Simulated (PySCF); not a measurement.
## Run report: B2 (charge +1), single-point calculation

System: B2, charge +1, multiplicity 2.
Method: UHF/ano-rcc-vdzp, polarizability (PySCF 2.14.0).

Some settings of this run were made unusual or wrong on purpose.

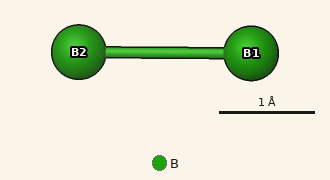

The input geometry (ball-and-stick view, seen on its broad side; atoms are numbered from 1 in the order of the input). Bond lengths as drawn: B–B 1.82 Å.

**Input**
```python
from pyscf import gto, scf
from pyscf.prop.polarizability import uhf as pol

mol = gto.M(
    atom='B 0 0 0; B 0 0 1.817',
    basis='ano-rcc-vdzp',
    charge=1,
    spin=1,
    symmetry=True,
    verbose=4,
)
mf = scf.UHF(mol)
mf = mf.sfx2c1e()
mf.init_guess = 'chk'
mf.kernel()
print('polarizability (a.u.)')
print(pol.Polarizability(mf).polarizability().round(4))
mf.dip_moment()
print('orbital energies (hartree):', [e[max(0, n-3):n+3].round(4) for e, n in zip(mf.mo_energy, mol.nelec)])
```

Hardware: 1 CPU thread, shared host.

Launched with:
```bash
OMP_NUM_THREADS=1 python input.py
```

**Log**
```
PySCF version 2.14.0

[INPUT] verbose = 4
[INPUT] num. atoms = 2
[INPUT] num. electrons = 9
[INPUT] charge = 1
[INPUT] spin (= nelec alpha-beta = 2S) = 1
[INPUT] symmetry True subgroup None
[INPUT] Mole.unit = angstrom
[INPUT] Symbol           X                Y                Z      unit          X                Y                Z       unit  Magmom
[INPUT]  1 B      0.000000000000   0.000000000000   0.000000000000 AA    0.000000000000   0.000000000000   0.000000000000 Bohr   0.0
[INPUT]  2 B      0.000000000000   0.000000000000   1.817000000000 AA    0.000000000000   0.000000000000   3.433632368335 Bohr   0.0

nuclear repulsion = 7.28091924766098
point group symmetry = Dooh
symmetry origin: [0.         0.         1.71681618]
symmetry axis x: [1. 0. 0.]
symmetry axis y: [0. 1. 0.]
symmetry axis z: [0. 0. 1.]
num. orbitals of irrep A1g = 6
num. orbitals of irrep E1gx = 3
num. orbitals of irrep E1gy = 3
num. orbitals of irrep A1u = 6
num. orbitals of irrep E1uy = 3
num. orbitals of irrep E1ux = 3
num. orbitals of irrep E2gx = 1
num. orbitals of irrep E2gy = 1
num. orbitals of irrep E2uy = 1
num. orbitals of irrep E2ux = 1
number of shells = 6
number of NR pGTOs = 132
number of NR cGTOs = 28
basis = ano-rcc-vdzp
ecp = {}

******** <class 'pyscf.x2c.sfx2c1e.sfX2C1eSymAdaptedUHF'> ********
method = sfX2C1eSymAdaptedUHF
initial guess = chk
damping factor = 0
level_shift factor = 0
DIIS = <class 'pyscf.scf.diis.CDIIS'>
diis_start_cycle = 1
diis_space = 8
diis_damp = 0
SCF conv_tol = 1e-09
SCF conv_tol_grad = None
SCF max_cycles = 50
direct_scf = True
direct_scf_tol = 1e-13
number electrons alpha = 5  beta = 4

******** <class 'pyscf.x2c.sfx2c1e.SpinFreeX2CHelper'> ********
approx = 1e
xuncontract = 1
Freeze 0 electrons in irreps []
    9 free electrons in irreps A1g E1gx E1gy A1u E1uy E1ux E2gx E2gy E2uy E2ux
Set gradient conv threshold to 3.16228e-05

init E= -48.9965176529639
alpha HOMO (E1uy) = -0.0518379706688561  LUMO (E1uy) = -0.0518379706688561
beta  HOMO (A1u) = -0.318465957675377  LUMO (E1uy) = -0.0518379706688561

WARN: HOMO -0.0518379706688561 >= LUMO -0.0518379706688561

WARN: alpha-E1uy HOMO -0.0518379706688561 > system LUMO -0.0518379706688561

cycle= 1 E= -48.7389907264951  delta_E= 0.258  |g|= 0.205  |ddm|= 1.11
alpha HOMO (E1uy) = -0.646289256031428  LUMO (E1uy) = -0.646289256031428
beta  HOMO (A1u) = -0.707572036331902  LUMO (A1g) = -0.35182645830282

WARN: HOMO -0.646289256031428 >= LUMO -0.646289256031428

WARN: alpha-E1uy HOMO -0.646289256031428 > system LUMO -0.646289256031428

cycle= 2 E= -48.7915024934235  delta_E= -0.0525  |g|= 0.0342  |ddm|= 0.314
alpha HOMO (E1uy) = -0.60813322483198  LUMO (E1uy) = -0.60813322483198
beta  HOMO (A1u) = -0.657118261738981  LUMO (A1g) = -0.297918931628742

WARN: HOMO -0.60813322483198 >= LUMO -0.60813322483198

WARN: alpha-E1uy HOMO -0.60813322483198 > system LUMO -0.60813322483198

cycle= 3 E= -48.7926949475854  delta_E= -0.00119  |g|= 0.0105  |ddm|= 0.0695
alpha HOMO (E1uy) = -0.610739597287188  LUMO (E1uy) = -0.610739597287188
beta  HOMO (A1u) = -0.652668608465754  LUMO (A1g) = -0.297833218821304

WARN: HOMO -0.610739597287188 >= LUMO -0.610739597287188

WARN: alpha-E1uy HOMO -0.610739597287188 > system LUMO -0.610739597287188

cycle= 4 E= -48.7928976428156  delta_E= -0.000203  |g|= 0.00318  |ddm|= 0.0238
alpha HOMO (E1uy) = -0.612103640118956  LUMO (E1uy) = -0.612103640118956
beta  HOMO (A1u) = -0.651992573624394  LUMO (A1g) = -0.29935170825216

WARN: HOMO -0.612103640118956 >= LUMO -0.612103640118956

WARN: alpha-E1uy HOMO -0.612103640118956 > system LUMO -0.612103640118956

cycle= 5 E= -48.7929198412144  delta_E= -2.22e-05  |g|= 0.000663  |ddm|= 0.0134
alpha HOMO (E1uy) = -0.612136498897236  LUMO (E1uy) = -0.612136498897236
beta  HOMO (A1u) = -0.652006365606773  LUMO (A1g) = -0.299594377340243

WARN: HOMO -0.612136498897236 >= LUMO -0.612136498897236

WARN: alpha-E1uy HOMO -0.612136498897236 > system LUMO -0.612136498897236

cycle= 6 E= -48.7929210074895  delta_E= -1.17e-06  |g|= 0.000231  |ddm|= 0.00322
alpha HOMO (E1uy) = -0.612107255005611  LUMO (E1uy) = -0.612107255005611
beta  HOMO (A1u) = -0.652102295086928  LUMO (A1g) = -0.299618218470619

WARN: HOMO -0.612107255005611 >= LUMO -0.612107255005611

WARN: alpha-E1uy HOMO -0.612107255005611 > system LUMO -0.612107255005611

cycle= 7 E= -48.7929212039853  delta_E= -1.96e-07  |g|= 0.000112  |ddm|= 0.00101
alpha HOMO (E1uy) = -0.612126755491317  LUMO (E1uy) = -0.612126755491317
beta  HOMO (A1u) = -0.652188363338225  LUMO (A1g) = -0.299605784670889

WARN: HOMO -0.612126755491317 >= LUMO -0.612126755491317

WARN: alpha-E1uy HOMO -0.612126755491317 > system LUMO -0.612126755491317

cycle= 8 E= -48.792921262468  delta_E= -5.85e-08  |g|= 2.52e-05  |ddm|= 0.000595
alpha HOMO (E1uy) = -0.612128176609431  LUMO (E1uy) = -0.612128176609431
beta  HOMO (A1u) = -0.652204457089178  LUMO (A1g) = -0.299602711804476

WARN: HOMO -0.612128176609431 >= LUMO -0.612128176609431

WARN: alpha-E1uy HOMO -0.612128176609431 > system LUMO -0.612128176609431

cycle= 9 E= -48.7929212646187  delta_E= -2.15e-09  |g|= 3.67e-06  |ddm|= 0.000111
alpha HOMO (E1uy) = -0.6121282831372  LUMO (E1uy) = -0.6121282831372
beta  HOMO (A1u) = -0.652203836439168  LUMO (A1g) = -0.29960164571488

WARN: HOMO -0.6121282831372 >= LUMO -0.6121282831372

WARN: alpha-E1uy HOMO -0.6121282831372 > system LUMO -0.6121282831372

cycle= 10 E= -48.7929212646439  delta_E= -2.53e-11  |g|= 4.97e-07  |ddm|= 1.02e-05
```

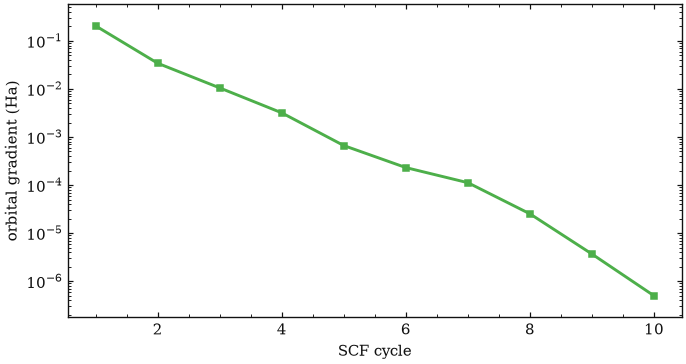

Convergence of the self-consistent field: orbital gradient against the SCF cycle. The residual falls at every step.

```
alpha HOMO (E1uy) = -0.612128065698651  LUMO (E1uy) = -0.612128065698651
beta  HOMO (A1u) = -0.652203706152187  LUMO (A1g) = -0.299601502833004

WARN: HOMO -0.612128065698651 >= LUMO -0.612128065698651

WARN: alpha-E1uy HOMO -0.612128065698651 > system LUMO -0.612128065698651

Extra cycle  E= -48.7929212646443  delta_E= -3.48e-13  |g|= 1.99e-07  |ddm|= 7.58e-07
converged SCF energy = -48.7929212646443  <S^2> = 0.75335323  2S+1 = 2.0033504
polarizability (a.u.)
Isotropic polarizability nan
Polarizability anisotropy nan
[[nan nan nan]
 [nan nan nan]
 [nan nan nan]]
Dipole moment(X, Y, Z, Debye): -0.00000, -0.00000,  4.36371
orbital energies (hartree): [array([-1.0026, -0.6877, -0.6121, -0.6121, -0.3034, -0.1339]), array([-8.0466, -0.9349, -0.6522, -0.2996, -0.2372, -0.2372])]
```

**Outcome**

| quantity | value |
| --- | --- |
| outcome | converged |
| SCF energy | −48.792921 hartree |
| ⟨S²⟩ | 0.753 |
| wall time | 1.2 s |

Some settings of this run were drawn to be unusual or wrong. It converged; results that depend on the unusual settings are not reference values.
